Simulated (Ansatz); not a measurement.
# Fields on a plane of LaTiO3 (cubic perovskite)

```
CELL_PARAMETERS angstrom
      3.90567     0.00000     0.00000
      0.00000     3.90567     0.00000
      0.00000     0.00000     3.90567
ATOMIC_POSITIONS crystal
  La 0.00000 0.00000 0.00000
  Ti 0.50000 0.50000 0.50000
  O  0.00000 0.50000 0.50000
  O  0.50000 0.00000 0.50000
  O  0.50000 0.50000 0.00000
```

The slice is a {110} plane (indices of the conventional cell) through the point (0.500, 0.000, 0.500) (fractional), spanned by u = [100] and v = [011] in vectors of this cell: u (3.91 Å) and v (5.52 Å, at 90° to u). It covers one period; positions are fractions (u, v).

Atoms on it: O at (0.00, 0.00); O at (0.00, 0.50).

Calculation: PBEsol (plane waves to 420 eV, PAW, scalar-relativistic; Ansatz, a first-principles code). k mesh 12×12×12. Inside the PAW spheres the values are not all-electron values, and peaks at nuclei hang on which shells count as valence. LaTiO3 is run without spin polarisation and with no Hubbard U. LaTiO3 was relaxed with its symmetry unable to fall. This is one of several known forms of LaTiO3; the measured ambient cells at hand have space group No. 62.

```
|@%#=:.   .:=#%|
|##+-:.....:-+#|
|+=-:...:...:-=|
|--:..:::::..:-|
|::...:::::...:|
|--:..:::::..:-|
|+=-:...:...:-=|
|##+-:.....:-+#|
|@%#=:.   .:=#%|
|@@#+:.   .:+#@|
|@%#=:.   .:=#%|
|##+-:.....:-+#|
|+=-:...:...:-=|
|--:..:::::..:-|
|::...:::::...:|
|--:..:::::..:-|
|+=-:...:...:-=|
|##+-:.....:-+#|
|@%#=:.   .:=#%|
|@@#+:.   .:+#@|
```
Scale: ten equal steps from -1.31 (start of ' ') to 0.88 (end of '@'), in the order ' .:-=+*#%@'. Values: log₁₀ of the valence density in e/Å³. The map has 14 points along u (one character each, u = 0 at the left) and 20 along v (v = 0 in the bottom row). The scale is logarithmic, as a density can span decades between atoms and voids.

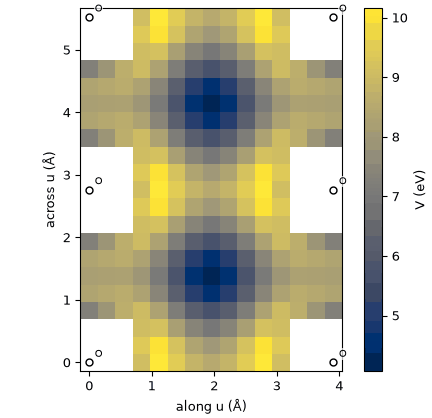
Figure: Electrostatic potential energy of an electron, from the cell's mean, in eV, one period of the plane, atoms marked. Points within 0.8 Å of a nucleus are left white, as the pseudised field means little there. The zero, the cell's mean, hangs on the PAW cores.
